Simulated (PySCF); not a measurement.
C2H8GeOSi, SMILES [CH2]([GeH3])[SiH2]C=O, singlet at its GFN2-xTB optimised geometry (Å):

```
13

O      1.9940    -0.7106     0.2591
C      1.3490    -1.6953     0.0000
Si    -0.5701    -1.6953     0.0000
C     -1.0581     0.1271     0.0000
Ge     0.2723     1.3820     0.7865
H      1.8876    -2.6375    -0.2324
H     -0.9581    -2.4088     1.2210
H     -0.9903    -2.4354    -1.1943
H     -1.9940     0.2584     0.5449
H     -1.2520     0.4633    -1.0201
H     -0.5161     2.6375     1.0990
H      1.3405     1.8091    -0.1577
H      0.8322     0.9221     2.0891
```

Computed with PBE0/def2-TZVP run with PySCF 2.14.0.

Map of the HOMO−1 amplitude (bohr^(-3/2)) on the plane z = 1.2 Å; orbital energy -8.50 eV, overall sign arbitrary:

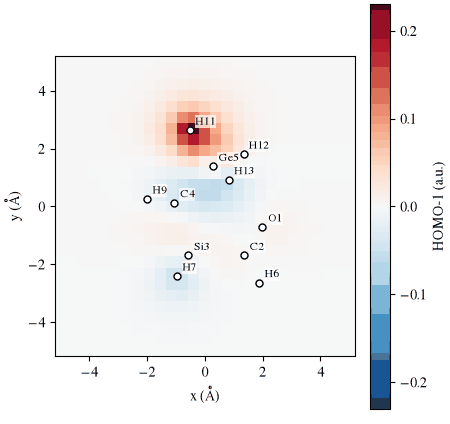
Figure: HOMO−1 amplitude (bohr^(-3/2)) on the plane z = 1.2 Å.
